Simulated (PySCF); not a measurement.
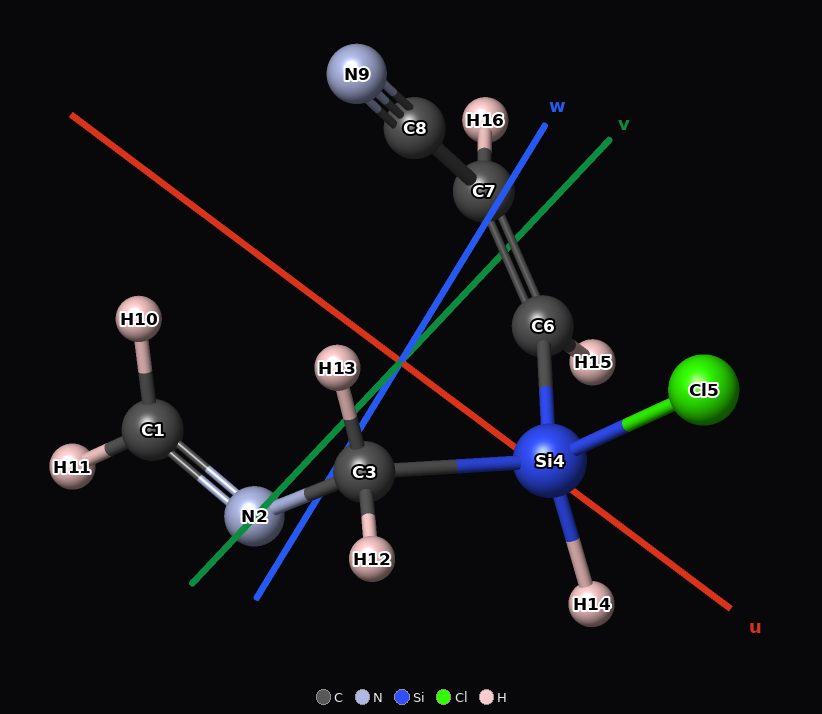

The lines u, v and w are the principal axes of the static dipole polarisability. The computed structure is the end point of a GFN2-xTB optimisation. No frequency run is at hand to confirm it as a minimum. Method: CAM-B3LYP/def2-SVPD (PySCF 2.14.0).

**Along which axis is the molecule most polarisable, and along which least?**

Most along u (nearly parallel to the C1–N2 bond), least along v.

**Give the three principal values.**

u 122.3, v 93.5, w 101.8 bohr³; mean 105.8, anisotropy 25.6 bohr³.

The geometry is semi-empirical. Around Si such bond lengths and angles can be off by a tenth of an ångström or more and by several degrees, and values that hang on the shape move with them.
